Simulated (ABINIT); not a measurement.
Band structure of GaN (F-43m, 2 atoms in the cell).

```
GaN
1.0
    0.00000     2.30195     2.30195
    2.30195     0.00000     2.30195
    2.30195     2.30195     0.00000
Ga N
1 1
Direct
  0.00000   0.00000   0.00000
  0.75000   0.75000   0.75000
```

Method of the run: PBE, norm-conserving pseudopotentials (PseudoDojo nc-sr-05 PBE standard) (plane waves; ABINIT).

Settings: pseudos = [Ga.upf, N.upf]; ecut = 42 Ha; occopt = 1; ngkpt = 6 6 6; nshiftk = 1; shiftk = 0 0 0; potentials = PseudoDojo nc-sr-05 PBE standard; kptopt = 1; nstep = 100; tolvrs1 = 1e-12; ndtset = 2; getden2 = 1; iscf2 = -2.

The starting cell comes from a database of computed structures (which also holds hypothetical and non-ambient phases and stackings), without a prior relaxation at this level. Its lattice was rescaled by a random factor within 2.5 % of one.

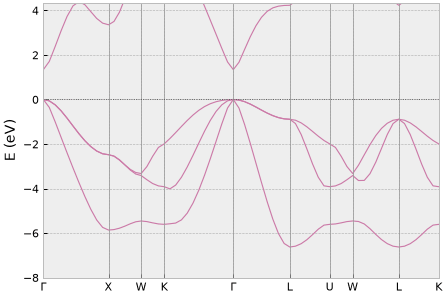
Fig. 1. Bands along the path, energies from the top of the valence band on the SCF mesh.

Q: Read off roughly the gap and where its edges lie.

A: The gap along the path is about 1.3 eV (computed: 1.34 eV), direct at Γ to within 0.01 eV.

Levels in eV from the top of the valence band on the SCF mesh, bands 6 to 12:
```json
[
 {"point": "Γ", "6": "-13.27", "7": "0.00", "8": "0.00", "9": "0.00", "10": "1.34", "11": "9.94", "12": "9.94"},
 {"point": "X", "6": "-11.50", "7": "-5.86", "8": "-2.48", "9": "-2.48", "10": "3.36", "11": "6.30", "12": "11.28"},
 {"point": "W", "6": "-11.28", "7": "-5.46", "8": "-3.42", "9": "-3.33", "10": "6.10", "11": "7.76", "12": "9.79"},
 {"point": "K", "6": "-11.39", "7": "-5.61", "8": "-3.92", "9": "-1.99", "10": "4.90", "11": "7.36", "12": "10.65"},
 {"point": "L", "6": "-11.95", "7": "-6.63", "8": "-0.89", "9": "-0.89", "10": "4.23", "11": "8.41", "12": "10.06"},
 {"point": "U", "6": "-11.39", "7": "-5.61", "8": "-3.92", "9": "-1.99", "10": "4.90", "11": "7.36", "12": "10.65"}
]
```
